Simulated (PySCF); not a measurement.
```yaml
atoms:
  - { symbol: C, position_ang: [-2.0812, 0.0307, 0.6883] }
  - { symbol: C, position_ang: [-1.0215, -0.7662, -0.0604] }
  - { symbol: C, position_ang: [0.3463, -0.2071, 0.0970] }
  - { symbol: C, position_ang: [0.8435, 0.8838, 0.6947] }
  - { symbol: F, position_ang: [0.2194, 1.8691, 1.3719] }
  - { symbol: Ge, position_ang: [2.6421, 0.3747, 0.1460] }
  - { symbol: O, position_ang: [1.3980, -0.8959, -0.4625] }
  - { symbol: H, position_ang: [-1.8613, 0.0509, 1.7528] }
  - { symbol: H, position_ang: [-2.1164, 1.0554, 0.3272] }
  - { symbol: H, position_ang: [-3.0594, -0.4212, 0.5450] }
  - { symbol: H, position_ang: [-0.9993, -1.8030, 0.2880] }
  - { symbol: H, position_ang: [-1.2490, -0.7976, -1.1303] }
  - { symbol: H, position_ang: [3.3305, 0.9626, -1.0629] }
  - { symbol: H, position_ang: [3.6077, -0.3367, 1.0630] }
```

Geometry: GFN2-xTB.

Theory: PBE0/def2-SVPD, SCF density, gas phase (PySCF).

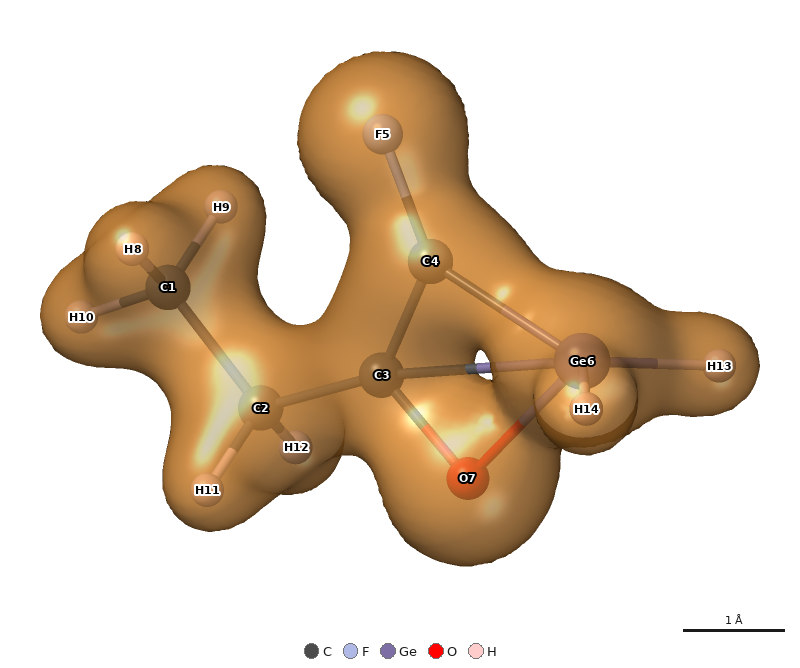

C4H7FGeO. Isosurface of the total electron density at 0.5 e/Å³ (orange), seen at an oblique angle.

Which contacts does the surface bridge?

Answer. At this value the surface is in one piece. It bridges the sampled C–C (1.34 Å), C–F (1.35 Å), C–O (1.38 Å) and Ge–O (1.88 Å) contacts, where the density stays above the isovalue. On the grid the lowest density along these lines, outside the cores, is 2.3 e/Å³ (C–C, 1.34 Å), 1.7 e/Å³ (C–F, 1.35 Å), 1.9 e/Å³ (C–O, 1.38 Å) and 0.77 e/Å³ (Ge–O, 1.88 Å).
